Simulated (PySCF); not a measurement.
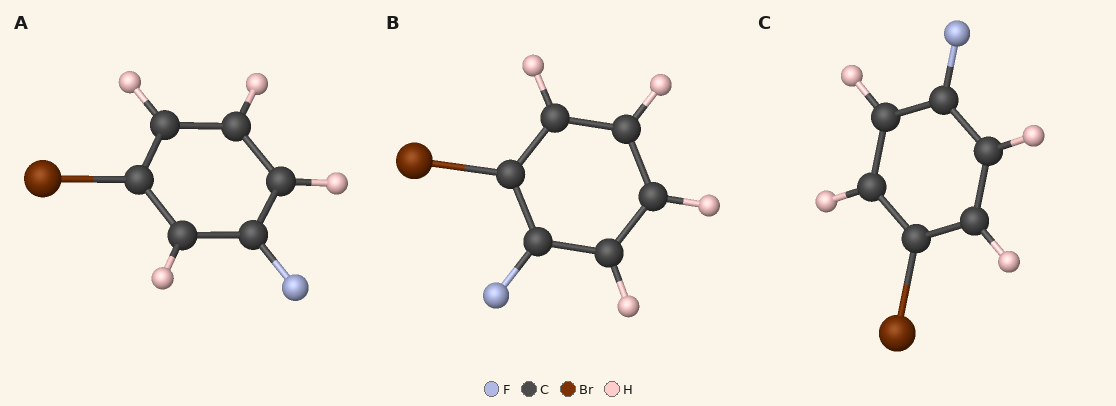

Source: calculation with PySCF.

Q: Match each picture to its SMILES.
(1) Fc1cccc(Br)c1
(2) Fc1ccc(Br)cc1
(3) Fc1ccccc1Br

A: A is (1), B is (3), C is (2).
